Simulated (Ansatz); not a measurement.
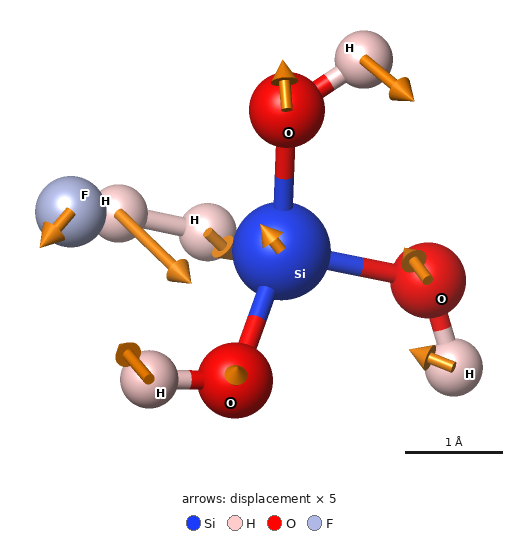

This is a constrained relaxation of SiH$_{5}$O$_{3}$F. The starting structure is drawn; orange arrows show the displacements, 5 times their true length. The two geometries are superimposed by the best rigid fit.

Style: ball-and-stick. Shown face on.

The reaction that was planned forms Si1–F7, H2–H6 and breaks Si1–H2, H6–F7 (atoms numbered from 1 in input order).

The calculation used RKS PBE0-D4/def2-SVP in Ansatz. (held fixed: the distance between atoms 1 (Si) and 7 (F), the distance between atoms 2 (H) and 6 (H), the distance between atoms 1 (Si) and 2 (H), the distance between atoms 6 (H) and 7 (F), counting from 1; force threshold 0.04 eV/Å; at most 150 steps)

### Describe the change and its energy.

After 5 geometry steps the energy has fallen by 31.7 kJ/mol. Largest force component: 1.1 eV/Å at the start, 0.032 eV/Å at the end. The largest move after the best rigid fit is that of an H atom, 0.25 Å. By element the largest moves are H 0.25 Å, O 0.12 Å, F 0.11 Å, Si 0.07 Å. Near-neighbour distances that change, for instance: H–Si 2.163 → 1.900 Å, O–Si 1.600 → 1.630 Å, O–Si 1.626 → 1.649 Å, H–O 0.957 → 0.971 Å. Bond angles that change, for instance: Si–O–H 116.4° → 107.6°, Si–O–H 118.4° → 111.9°, Si–O–H 119.7° → 115.5°.
